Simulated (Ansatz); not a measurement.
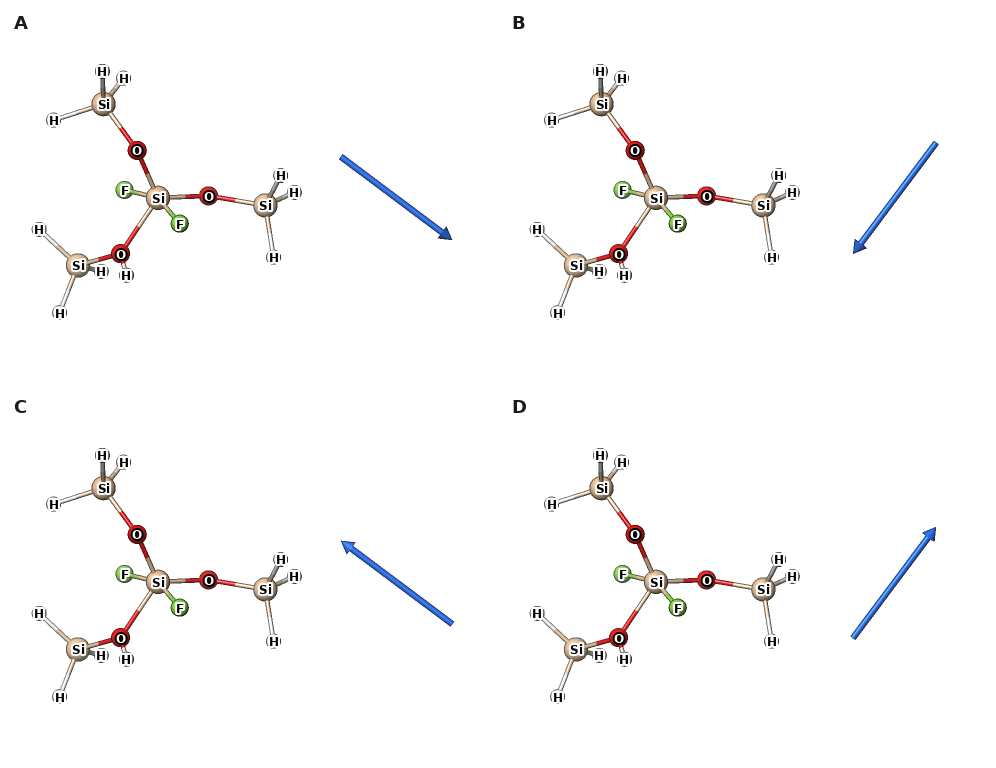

The same molecule four times, each with an arrow. The computed structure is the end point of a PBE0-D4/def2-TZVP optimisation. No frequency run is at hand to confirm it as a minimum. Level of theory: RKS PBE0-D4/def2-TZVP (Ansatz 0.2.0).

Question: Which arrow points along the dipole moment, from the negative to the positive end?

Answer: B. The dipole moment is 4.15 D.
